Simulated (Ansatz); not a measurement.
Ge2H6F2: several calculations on one system

### Relaxation

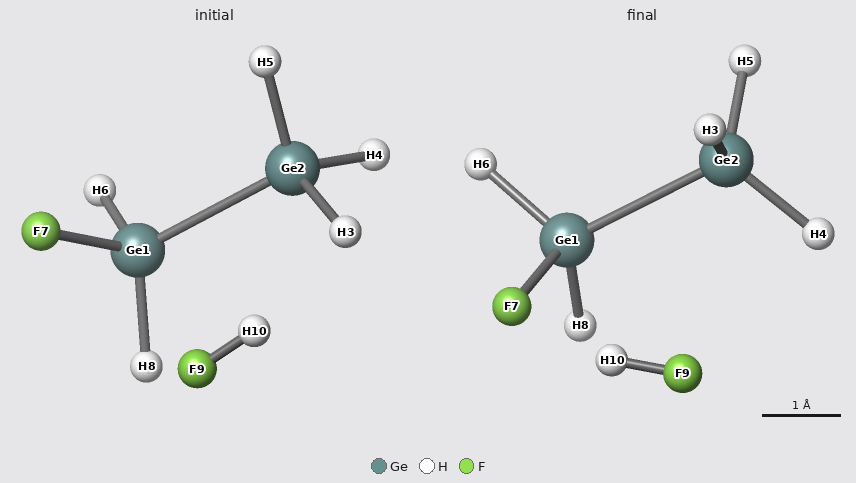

The structure of Ge$_{2}$H$_{6}$F$_{2}$ before (left) and after (right) a relaxation, at one scale.

Style: ball-and-stick. Shown from a free direction.

The run prepares an end point of a later path (reaction) calculation, from a guessed geometry.

Level of theory: RKS BHLYP/def2-SVP (Ansatz 0.2.0).

Input
```yaml
crystal:
  periodic: [false, false, false]
  atoms:
    - { symbol: Ge, position_ang: [0.246212, -0.038992, 0.139805] }
    - { symbol: Ge, position_ang: [0.163296, 0.024845, 2.545924] }
    - { symbol: H, position_ang: [-1.242005, -0.253372, 3.11462] }
    - { symbol: H, position_ang: [1.095969, -1.03197, 3.144218] }
    - { symbol: H, position_ang: [0.587765, 1.408746, 3.039561] }
    - { symbol: H, position_ang: [1.706409, 0.043206, -0.32468] }
    - { symbol: F, position_ang: [-0.480057, 1.438901, -0.414004] }
    - { symbol: H, position_ang: [-0.463218, -1.214459, -0.519934] }
    - { symbol: F, position_ang: [-2.545853, -0.159833, 0.853887] }
    - { symbol: H, position_ang: [-2.474217, -0.100273, 1.767202] }
basis:
  gaussian: { orbitals: def2-SVP }
hamiltonian:
  xc: { name: BHLYP }
relax:
  f_tol: 0.03
  max_steps: 50
output:
  orbitals: {}
```

Launched with:
```bash
ansatz run input.yaml --threads 4 --pin off --max-ram 5120MiB --backend cpu --events-out ev --progress --plain --runs-dir out
```

What changed between the two?

H3 moves most after the best rigid fit: 1.58 Å. Largest moves by element: H 1.58 Å, F 1.14 Å, Ge 0.14 Å. Near-neighbour distances that change, for instance: Ge1–F7 1.737 → 1.780 Å, Ge1–Ge2 2.408 → 2.431 Å, Ge2–H3 1.541 → 1.526 Å, F9–H10 0.918 → 0.929 Å. Among the angles between lasting bonds that change: Ge2–Ge1–H6 109.5° → 115.3°, Ge1–Ge2–H3 113.3° → 108.3°, F7–Ge1–H8 108.9° → 104.0°. Groups turn about Ge1–Ge2 by about 105°. After 25 accepted moves (32 points after the start) the energy has fallen by 10.6 kcal/mol. The largest force component goes from 0.26 to 0.0077 eV/Å. The line search rejected the trial steps at points 2, 7, 11, 24, 25, 28, 31 of the run. The run took 49 s on 4 threads of Intel(R) Xeon(R) 6975P-C (Granite Rapids), on a shared host, peak memory 0.37 GiB.

### Relaxation

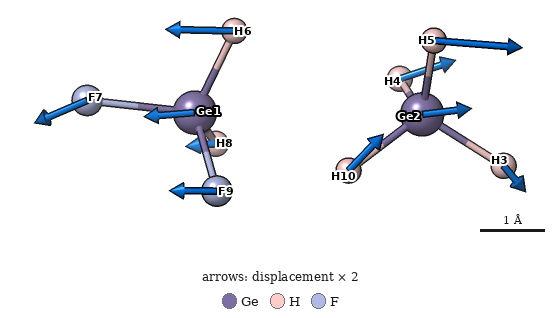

This is a relaxation of Ge$_{2}$H$_{6}$F$_{2}$. The starting structure is drawn; blue arrows show the displacements, 2 times their true length. The two geometries are superimposed by the best rigid fit.

The picture is a ball-and-stick view, seen face on.

The run prepares an end point of a later path (reaction) calculation, from a guessed geometry.

The calculation used Ansatz 0.2.0, RKS BHLYP/def2-SVP. Set-up: no spin polarisation; force threshold 0.03 eV/Å; at most 50 steps.

Question: Which element moves most?

Answer: Hydrogen: up to 0.71 Å, against 0.49 Å for fluorine.

Question: What did the optimiser do to the structure, and how much energy did it gain?

Answer: The largest move after the best rigid fit is that of H5, 0.71 Å. Largest moves by element: H 0.71 Å, F 0.49 Å, Ge 0.41 Å. Among the contacts that change: Ge1–F9 1.702 → 1.719 Å, Ge2–H10 1.543 → 1.531 Å. Over 11 geometry steps the energy falls by 0.133 eV. Largest force component: 0.7 eV/Å at the start, 0.007 eV/Å at the end. The forces were under the threshold at step 5, but the run went on from there. The run took 20 s on 4 threads of Intel(R) Xeon(R) 6975P-C (Granite Rapids), on a shared host, peak memory 0.34 GiB.

### Path

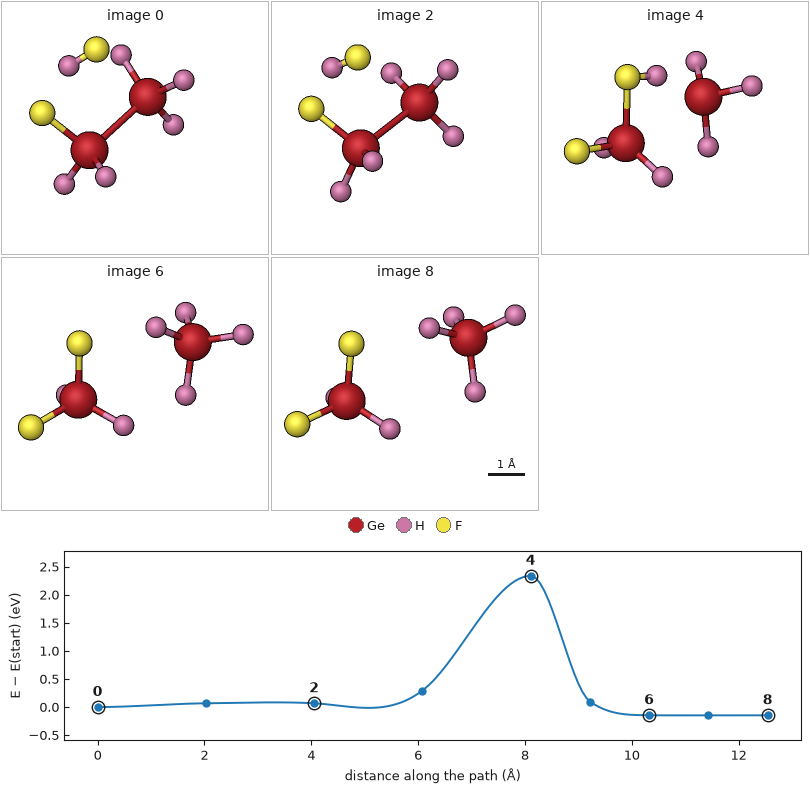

A nudged-elastic-band calculation for Ge2H6F2. Images are numbered from 0 (start) to 8 (end). A ball-and-stick model, seen from a free direction.

The calculation used RKS BHLYP/def2-SVP in Ansatz. Settings: 7 movable images; climbing image; force threshold 0.05 eV/Å; iteration limit 60; starting path through a guess of the saddle point.

### What happens along the path, and what is the barrier?

The highest point, image 4, lies 2.34 eV above the start and 2.48 eV above the end; the end is at −0.15 eV relative to the start. Breaking: F–H (0.93 → 2.83 Å), Ge–Ge (2.43 → 4.41 Å). Forming: F–Ge (3.17 → 1.72 Å), Ge–H (3.25 → 1.53 Å). The band is converged.
